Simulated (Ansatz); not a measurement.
Profile along the Ca–H line in CaHBr (space group P4/nmm)

CaHBr (space group P4/nmm)

```yaml
crystal:
  lattice:
    - [3.83303, 0.00000, 0.00000]
    - [0.00000, 3.83303, 0.00000]
    - [0.00000, 0.00000, 8.23965]
  atoms:
    - { symbol: Ca, position: [0.00000, 0.50000, 0.15719] }
    - { symbol: Ca, position: [0.50000, 0.00000, 0.84281] }
    - { symbol: H, position: [0.50000, 0.50000, 0.00000] }
    - { symbol: H, position: [0.00000, 0.00000, 0.00000] }
    - { symbol: Br, position: [0.00000, 0.50000, 0.68010] }
    - { symbol: Br, position: [0.50000, 0.00000, 0.31990] }
```

Fields along a shortest Ca–H line of a (010) plane (2.31 Å), from Ca to H, interpolated on the slice's grid (step about 0.3 Å). Method: r2SCAN (plane waves to 500 eV, PAW, scalar-relativistic; Ansatz, a quantum-chemistry and plane-wave program). k mesh 9×9×4. Inside the PAW spheres the values are not all-electron values, and peaks at nuclei hang on which shells count as valence. CaHBr was relaxed with its symmetry unable to fall.

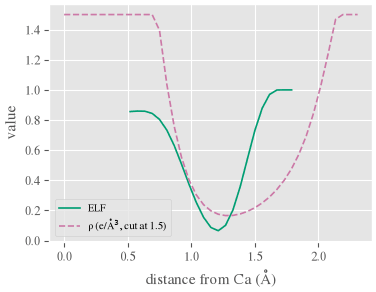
*ELF (away from the nuclei) and valence density from Ca to H.*

Density on the Ca–H line (2.31 Å) at its density minimum, 1.3 Å from Ca: 0.17 e/Å³. ELF at that point: 0.1. Character of the Ca–H contact (rough rule: ELF there above 0.7 covalent, below 0.2 ionic, polar between): closed-shell (ionic).
